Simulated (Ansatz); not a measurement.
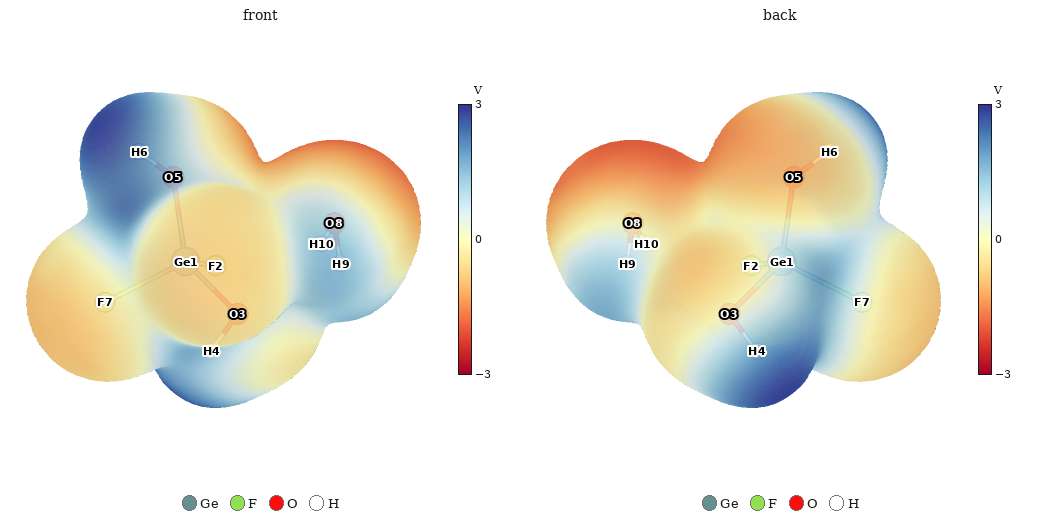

Figure 1: F₂GeH₂O₂···H₂O. The electrostatic potential painted on the density surface at 0.002 e/bohr³, seen from the front and from behind; the colour scale runs from red (negative) to blue (positive).

Not at a stationary point (largest force 0.9 eV/Å).

Computed with RKS B3LYP-D4/def2-SVP (Ansatz 0.2.0).

The calculation's input:

```
crystal:
  periodic: [false, false, false]
  atoms:
    - { symbol: Ge, position_ang: [0.0, 0.0, 0.0] }
    - { symbol: F, position_ang: [0.0, 0.0, 2.03] }
    - { symbol: O, position_ang: [1.6691, 0.0, -0.5894] }
    - { symbol: H, position_ang: [1.9855, -0.9521, -0.7061] }
    - { symbol: O, position_ang: [-0.8337, 1.4443, -0.5894] }
    - { symbol: H, position_ang: [-1.7915, 1.2136, -0.8118] }
    - { symbol: F, position_ang: [-0.7913, -1.3709, -0.5594] }
    - { symbol: O, position_ang: [1.0856, 1.6372, 0.6527] }
    - { symbol: H, position_ang: [1.8625, 1.3234, 1.2167] }
    - { symbol: H, position_ang: [0.6576, 0.9917, 1.7453] }
basis:
  gaussian: { orbitals: def2-SVP }
hamiltonian:
  xc: b3lyp
  dispersion: d4
relax:
  f_tol: 0.15
  max_steps: 25
  restrain:
    - { distance: [0, 7], at: 2.97, k: 30.0 }
    - { distance: [9, 1], at: 2.12, k: 30.0 }
    - { distance: [0, 1], at: 1.68, k: 30.0 }
    - { distance: [9, 7], at: 1.01, k: 30.0 }
output:
  orbitals: {}
```

Command:

```sh
ansatz run input.yaml --threads 4 --pin off --max-ram 5120MiB --backend cpu --events-out ev --progress --plain --runs-dir out
```

The fields are those of the run's last geometry, not of the input's.

Where is the surface potential most negative and most positive?

The most negative region (about −1.9 V) lies over O8, the most positive (about +2.9 V) over H4 and H6. O8 is the likeliest acceptor of a hydrogen bond.
